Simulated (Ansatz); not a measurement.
# GeH4Te: the cost of one run

Program: Ansatz 0.2.0, driven from Python. Level of theory: PBE0/def2-SVP. These are calculated values, not measurements.

### Step 1. The system

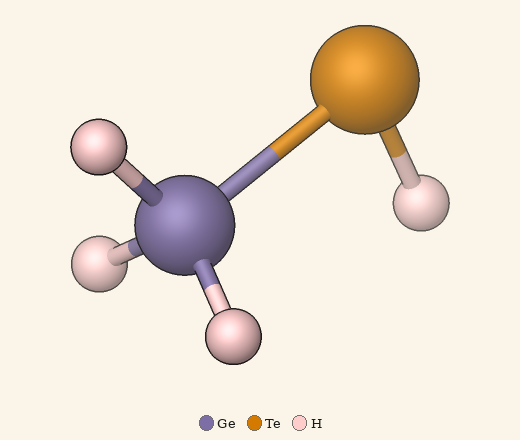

The structure that the script starts from, seen from a chosen angle (germanium purple, tellurium orange, hydrogen pink).

No structure file is read: the coordinates are typed or built in the script.

### Step 2. The code

Contents of geh4te.py:

```python
"""Potential curve of GeH4Te along one bond."""

import warnings

import ansatz as az
from ase import Atoms
import numpy as np

config = {
    "basis_set": "def2-SVP",
    "functional": "pbe0",
}


def main() -> None:
    warnings.simplefilter("ignore", az.DeckWarning)

    atoms = Atoms(["Ge", "Te", "H", "H", "H", "H"], positions=[
        (-0.3104, -0.2824, -0.5047),
        (-0.0753, 0.9888, 1.7125),
        (0.0729, -1.7063, -0.3722),
        (-1.7771, -0.1973, -0.9384),
        (0.4995, 0.4533, -1.6216),
        (1.6325, 0.68, 1.6781),
    ])
    geometry = az.Crystal.molecule_from_ase(atoms)

    symbols = [site.symbol for site in geometry.cartesian_sites]
    start = np.array([site.position_ang for site in geometry.cartesian_sites])
    axis = (start[4] - start[0]) / np.linalg.norm(start[4] - start[0])
    moving = [4]
    lengths, energies = [1.33, 1.44, 1.56, 1.72, 1.95, 2.35, 2.81, 3.44], []
    for length in lengths:
        xyz = start.copy()
        xyz[moving] += (length - np.linalg.norm(start[4] - start[0])) * axis
        point = az.Crystal.molecule()
        for symbol, place in zip(symbols, xyz):
            point = point.atom(symbol, place.tolist())
        base = (
            point.calculation()
            .basis(gaussian=config["basis_set"])
            .functional(config["functional"])
            .spin("collinear")
        )
        report = base.run().report
        energies.append(report["free_energy_ev"])
        print(f"r = {length:6.3f} A  E = {energies[-1]:.5f} eV  <S^2> = {abs(report['mean_field']['state']['spin_squared']):.3f}")

    print("energy above the lowest point (eV):", [round(e - min(energies), 3) for e in energies])


if __name__ == "__main__":
    main()
```

### Step 3. The input behind the calls

The package turns the script's settings into the engine's input (first run):

```yaml
crystal:
  periodic: [false, false, false]
  atoms:
    - { symbol: Ge, position_ang: [-0.3104, -0.2824, -0.5047] }
    - { symbol: Te, position_ang: [-0.0753, 0.9888, 1.7125] }
    - { symbol: H, position_ang: [0.0729, -1.7063, -0.3722] }
    - { symbol: H, position_ang: [-1.7771, -0.1973, -0.9384] }
    - { symbol: H, position_ang: [0.3785282196236776, 0.34341120036688433, -1.454772760214453] }
    - { symbol: H, position_ang: [1.6325, 0.68, 1.6781] }
basis:
  gaussian:
    orbitals: def2-SVP
hamiltonian:
  xc: pbe0
magnetization:
  spin_polarized: true
```

### Step 4. Launch

On the command line:

```console
$ python geh4te.py
```

Q: Estimate wall time and peak memory on 1 thread of Arm Neoverse V1, shared host.

About 48 s, with a peak of 0.32 GiB.
